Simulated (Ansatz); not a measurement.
# GaNH₆O: nudged elastic band (part 2 of 2)

Continued. System: GaNH₆O. Method: RKS PBE0/def2-SVPD (Ansatz 0.2.0). It belongs to a series of runs on one base structure; here: band between the two ends.

Geometry of the input (Å):
```
Ga 0.0831  -0.0812  0.0694
H  0.0079  -0.9241  1.3910
H  1.3523  0.1446  -0.8127
N  -1.5895  0.2554  -0.7535
H  -2.3911  -0.3004  -0.4758
H  -1.6270  0.3904  -1.7580
O  -0.3130  1.9375  0.8451
H  -1.1557  1.7965  0.3448
H  -0.5329  2.0112  1.7794
```

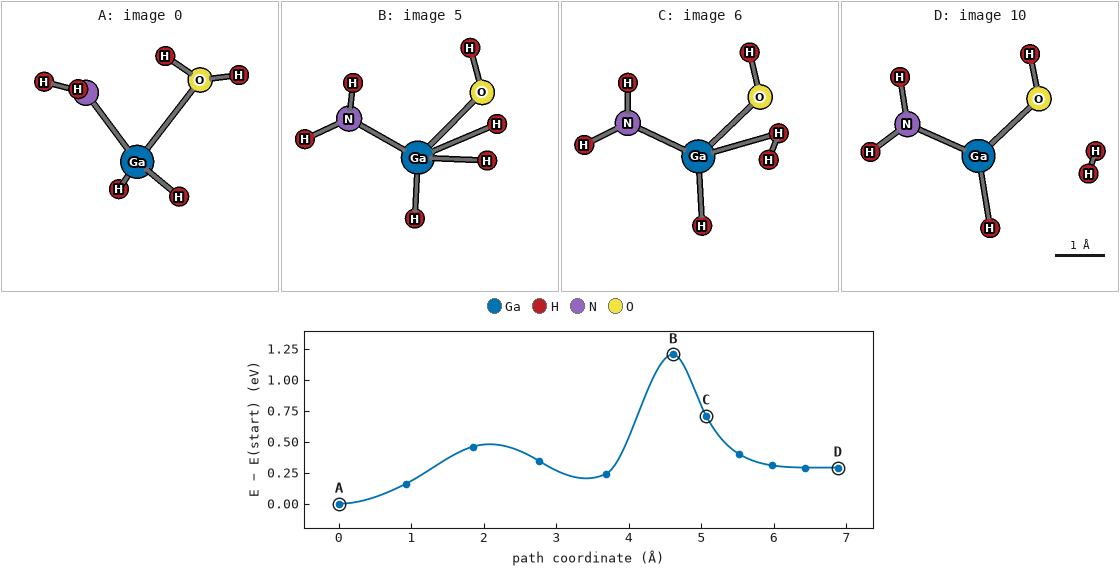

Figure 1. Images of the last band (counted from 0; ball-and-stick, seen at a tilt) above the energy along the path; the line is a cubic interpolation that uses the forces. The highest image is number 5, 1.205 eV above the start and 0.914 eV above the end (the climbing image); the end lies 0.291 eV above the start. A further maximum stands at image 2, 0.459 eV from the start, so the path isn't one elementary step. The path is 6.88 Å long. The band converged in 27 iterations.

```
Total energy: -55992.38149831 eV, -2057.6820670636 hartree
Atom 0 at    -0.079722     0.222397    -0.068128 Å, force    -0.001673    -0.001001    -0.001367 eV/Å
Atom 1 at    -0.374202     0.121887     1.747899 Å, force    -0.003685    -0.000784    -0.001146 eV/Å
Atom 2 at     1.299187    -0.366694    -0.451909 Å, force     0.000216     0.000524    -0.000276 eV/Å
Atom 3 at    -1.641729    -0.038502    -0.975180 Å, force     0.004822    -0.000946     0.001391 eV/Å
Atom 4 at    -1.728294    -0.720013    -1.716123 Å, force    -0.002446     0.001633     0.001470 eV/Å
Atom 5 at    -2.549181     0.243107    -0.631636 Å, force     0.000338    -0.001174    -0.000965 eV/Å
Atom 6 at    -0.029386     2.038241     0.703018 Å, force    -0.002906     0.002418    -0.000712 eV/Å
Atom 7 at    -0.753545     2.628403     0.465747 Å, force     0.001118     0.001140    -0.001235 eV/Å
Atom 8 at    -0.309027     1.101075     1.556109 Å, force     0.004216    -0.001809     0.002842 eV/Å
Dipole moment:    -0.367118    -0.030084    -0.104496 e Å
this run last wrote the band of iteration 27 to [file]
```

The last band as extended XYZ (Å, eV, eV/Å):
```
9
Properties=species:S:1:pos:R:3:forces:R:3 image=0 energy=-55993.58624
Ga    0.0831   -0.0812    0.0694    0.0048   0.0019   0.0061
H     0.0079   -0.9241    1.3910    0.0018   0.0035  -0.0032
H     1.3523    0.1446   -0.8127   -0.0030  -0.0007   0.0004
N    -1.5895    0.2554   -0.7535   -0.0076   0.0069  -0.0005
H    -2.3911   -0.3004   -0.4758   -0.0029  -0.0044  -0.0043
H    -1.6270    0.3904   -1.7580    0.0004  -0.0042  -0.0008
O    -0.3130    1.9375    0.8451   -0.0042  -0.0014   0.0005
H    -1.1557    1.7965    0.3448    0.0104  -0.0014   0.0001
H    -0.5329    2.0112    1.7794    0.0003  -0.0002   0.0016
9
Properties=species:S:1:pos:R:3:forces:R:3 image=1 energy=-55993.42660
Ga   -0.0179   -0.0991    0.0905    0.0223   0.0097  -0.0105
H    -0.0863   -0.8329    1.4825   -0.0025  -0.0540  -0.0431
H     1.3101    0.0539   -0.7287    0.0170   0.0544  -0.0072
N    -1.6953    0.1152   -0.7459    0.0247   0.0769  -0.0021
H    -2.2395   -0.7219   -0.9245   -0.1267   0.0334   0.1931
H    -1.7145    0.6548   -1.6046    0.1177  -0.0472  -0.1562
O    -0.2988    1.9660    0.7618   -0.0065  -0.0025   0.0162
H    -1.2566    1.9704    0.5962   -0.0182  -0.0919  -0.0051
H    -0.1671    2.1234    1.7024   -0.0279   0.0212   0.0150
9
Properties=species:S:1:pos:R:3:forces:R:3 image=2 energy=-55993.12689
Ga   -0.0864   -0.1343    0.1309   -0.0004   0.0024  -0.0051
H    -0.1088   -0.6814    1.6138    0.0115  -0.0246  -0.0145
H     1.2589   -0.1291   -0.6904    0.0020   0.0342  -0.0059
N    -1.7654   -0.0805   -0.7362   -0.0222  -0.0009   0.0297
H    -1.9169   -0.8085   -1.4295   -0.0534  -0.0255   0.0848
H    -2.0179    0.7861   -1.2017    0.0950   0.0436  -0.1139
O    -0.2632    1.9749    0.7076   -0.0154  -0.0028   0.0035
H    -1.1865    2.2275    0.5866   -0.0235  -0.0281   0.0228
H    -0.0796    2.0753    1.6486    0.0064   0.0016  -0.0013
9
Properties=species:S:1:pos:R:3:forces:R:3 image=3 energy=-55993.24292
Ga   -0.0849   -0.1501    0.1562    0.0113  -0.0018   0.0030
H    -0.2110   -0.5855    1.6718   -0.0348   0.0452   0.0188
H     1.2633   -0.2990   -0.6328   -0.0033  -0.0680   0.0175
N    -1.5858    0.0117   -0.9314    0.1026   0.0420  -0.0870
H    -1.7389   -0.6181   -1.7062    0.0796   0.0993  -0.1357
H    -2.4464    0.4879   -0.7135   -0.2250  -0.1565   0.2413
O    -0.1788    1.9875    0.7038    0.0346   0.0091   0.0139
H    -1.0449    2.3042    0.4207    0.0609   0.0283  -0.0807
H    -0.1385    2.0912    1.6611   -0.0258   0.0024   0.0088
9
Properties=species:S:1:pos:R:3:forces:R:3 image=4 energy=-55993.34478
Ga   -0.1188   -0.0748    0.1114   -0.0155  -0.1428   0.0878
H    -0.3774   -0.2409    1.6751   -0.0037  -0.1740  -0.0285
H     1.2584   -0.3505   -0.5666   -0.0213  -0.0053  -0.0413
N    -1.6366   -0.0136   -0.9395    0.0034   0.0136   0.0155
H    -1.6616   -0.4384   -1.8571    0.0268   0.1151  -0.0543
H    -2.5659   -0.0035   -0.5405   -0.0006  -0.0814   0.0260
O    -0.0137    2.0651    0.7469    0.0028   0.0100   0.0130
H    -0.7595    2.5623    0.3893   -0.0052  -0.0398  -0.0451
H    -0.2908    1.7241    1.6110    0.0132   0.3047   0.0269
9
Properties=species:S:1:pos:R:3:forces:R:3 image=5 energy=-55992.38146
Ga   -0.0797    0.2224   -0.0681   -0.0017  -0.0010  -0.0014
H    -0.3742    0.1219    1.7479   -0.0037  -0.0008  -0.0011
H     1.2992   -0.3667   -0.4519    0.0002   0.0005  -0.0003
N    -1.6417   -0.0385   -0.9752    0.0048  -0.0009   0.0014
H    -1.7283   -0.7200   -1.7161   -0.0024   0.0016   0.0015
H    -2.5492    0.2431   -0.6316    0.0003  -0.0012  -0.0010
O    -0.0294    2.0382    0.7030   -0.0029   0.0024  -0.0007
H    -0.7535    2.6284    0.4657    0.0011   0.0011  -0.0012
H    -0.3090    1.1011    1.5561    0.0042  -0.0018   0.0028
9
Properties=species:S:1:pos:R:3:forces:R:3 image=6 energy=-55992.87513
Ga   -0.0545    0.4171   -0.2085    0.0547   0.4719  -0.3375
H    -0.3799    0.0783    1.8734   -0.0635  -0.0932   0.3302
H     1.2860   -0.3253   -0.4478   -0.0516   0.0343   0.0655
N    -1.6441   -0.0624   -0.9547   -0.0025  -0.0474   0.0406
H    -1.7274   -0.7535   -1.6867   -0.0028  -0.0778   0.0728
H    -2.5500    0.2558   -0.6416    0.0015   0.0806  -0.0581
O     0.0040    2.1118    0.5359    0.1173   0.1748  -0.4310
H    -0.7834    2.6491    0.4241   -0.0194   0.0610  -0.1381
H    -0.3166    0.8589    1.7357   -0.0337  -0.6042   0.4555
9
Properties=species:S:1:pos:R:3:forces:R:3 image=7 energy=-55993.18445
Ga   -0.0412    0.5393   -0.3453    0.0098   0.0881  -0.1031
H    -0.3907   -0.0561    2.0360   -0.0285  -0.1003   0.1342
H     1.2902   -0.2348   -0.5016   -0.0037   0.0441  -0.0228
N    -1.6427   -0.0696   -0.9552    0.0013   0.0001  -0.0043
H    -1.7323   -0.8357   -1.6072   -0.0076  -0.0620   0.0628
H    -2.5435    0.3123   -0.7047    0.0063   0.0645  -0.0623
O     0.0086    2.1957    0.3862    0.0206   0.0607  -0.1217
H    -0.8199    2.6806    0.3808   -0.0065   0.0284  -0.0470
H    -0.2944    0.6981    1.9407    0.0083  -0.1235   0.1643
9
Properties=species:S:1:pos:R:3:forces:R:3 image=8 energy=-55993.27700
Ga   -0.0429    0.6070   -0.4464    0.0007   0.0114  -0.0196
H    -0.3818   -0.1799    2.2155   -0.0044  -0.0241   0.0389
H     1.3043   -0.1355   -0.6043    0.0017   0.0138  -0.0156
N    -1.6453   -0.0574   -0.9848    0.0003   0.0041  -0.0075
H    -1.7469   -0.9233   -1.4948   -0.0041  -0.0172   0.0229
H    -2.5383    0.3849   -0.8201    0.0019   0.0199  -0.0278
O    -0.0184    2.2567    0.2791   -0.0017   0.0109  -0.0228
H    -0.8624    2.7116    0.3286   -0.0027   0.0074  -0.0143
H    -0.2343    0.5657    2.1569    0.0085  -0.0262   0.0457
9
Properties=species:S:1:pos:R:3:forces:R:3 image=9 energy=-55993.29464
Ga   -0.0682    0.6424   -0.5187   -0.0003   0.0003  -0.0009
H    -0.2832   -0.2699    2.4608    0.0009  -0.0011   0.0034
H     1.2886   -0.0848   -0.6589   -0.0002   0.0003  -0.0004
N    -1.6632   -0.0403   -1.0537   -0.0002   0.0005  -0.0009
H    -1.7668   -0.9462   -1.4883   -0.0003  -0.0003   0.0001
H    -2.5520    0.4296   -0.9550   -0.0002   0.0008  -0.0021
O    -0.0691    2.2930    0.1990   -0.0005   0.0004  -0.0012
H    -0.9205    2.7332    0.2541   -0.0004   0.0004  -0.0012
H    -0.1315    0.4729    2.3905    0.0012  -0.0012   0.0032
9
Properties=species:S:1:pos:R:3:forces:R:3 image=10 energy=-55993.29497
Ga   -0.1142    0.6113   -0.5320    0.0025  -0.0039   0.0062
H    -0.0802   -0.2131    2.6857   -0.0016   0.0124  -0.0028
H     1.2371   -0.1329   -0.6244    0.0006  -0.0008  -0.0036
N    -1.6896   -0.0217   -1.1742   -0.0011   0.0108   0.0049
H    -1.7881   -0.9122   -1.6403    0.0014  -0.0101  -0.0054
H    -2.5733    0.4631   -1.1065   -0.0015  -0.0003  -0.0010
O    -0.1329    2.2309    0.2524   -0.0220   0.0131  -0.0017
H    -0.9806    2.6818    0.2772    0.0206  -0.0091   0.0014
H    -0.0440    0.5228    2.4918    0.0011  -0.0123   0.0020
```

Summary:

| quantity | value |
| --- | --- |
| outcome | converged |
| barrier, forward | 1.205 eV |
| barrier, backward | 0.913 eV |
| wall time | 7.8 min (CPU time 29 min) |
| peak memory | 0.32 GiB |

Notes:

The order of the saddle point was not checked.
